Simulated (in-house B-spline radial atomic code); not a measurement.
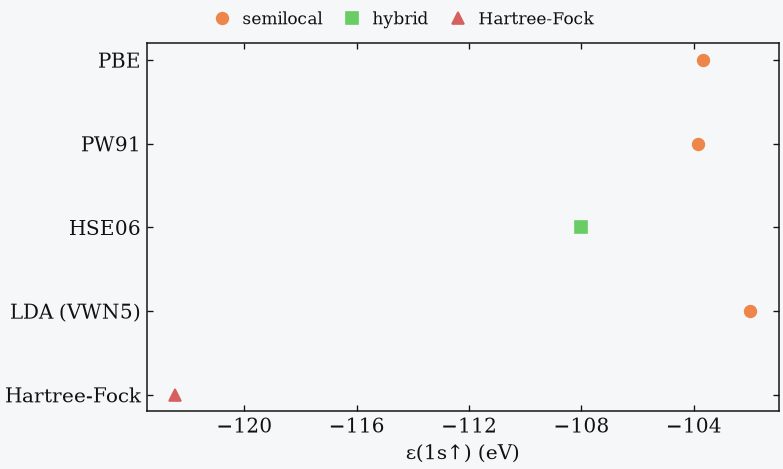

Li²⁺ (Z = 3, 1 electron); electrons: 1s1 (high spin). All runs are non-relativistic, spin-polarised and spherical, computed with an in-house B-spline radial code. Hartree-Fock is the average over the configuration. The plot shows the eigenvalue (eV) of the 1s up orbital by 5 methods.

How much do the methods differ, and in which order?

The deepest is Hartree-Fock (−122) and the shallowest LDA (VWN5) (−102), a spread of 20.5 eV. In order (eV): Hartree-Fock (−122), HSE06 (−108), PW91 (−104), PBE (−104), LDA (VWN5) (−102). On the whole, exact exchange removes self-interaction and deepens occupied levels.
